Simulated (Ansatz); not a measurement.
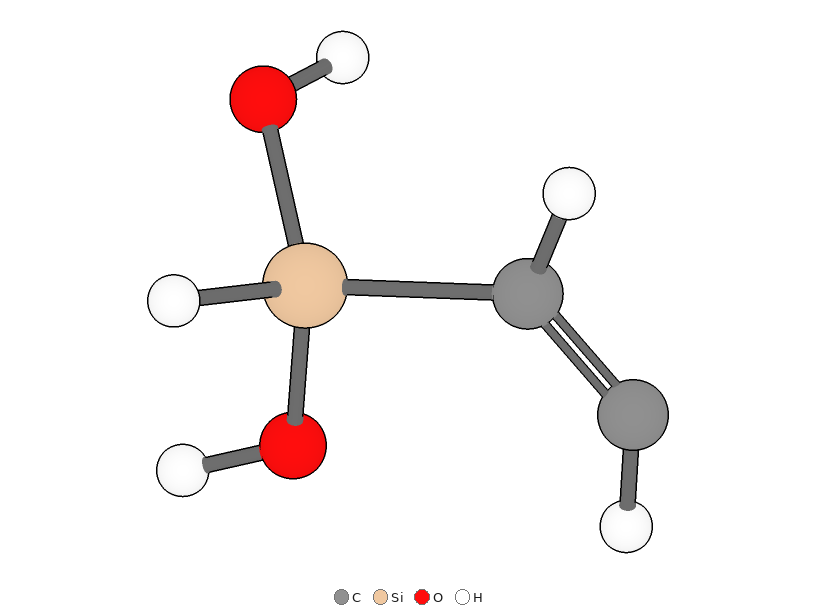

Simulated data, not a measurement (program: Ansatz).

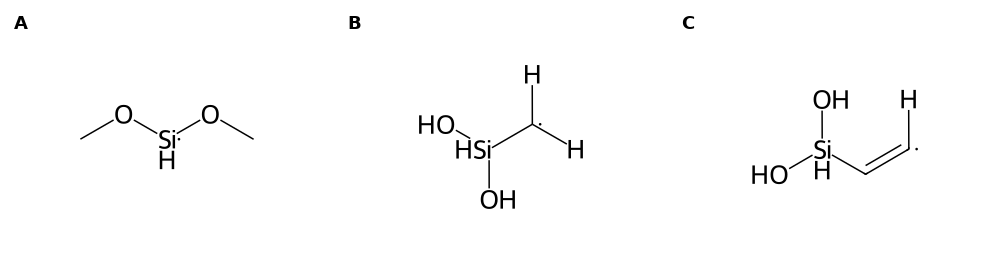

> Which structural formula matches the 3D model?

C, `[H]/[C]=C\[SiH](O)O`.
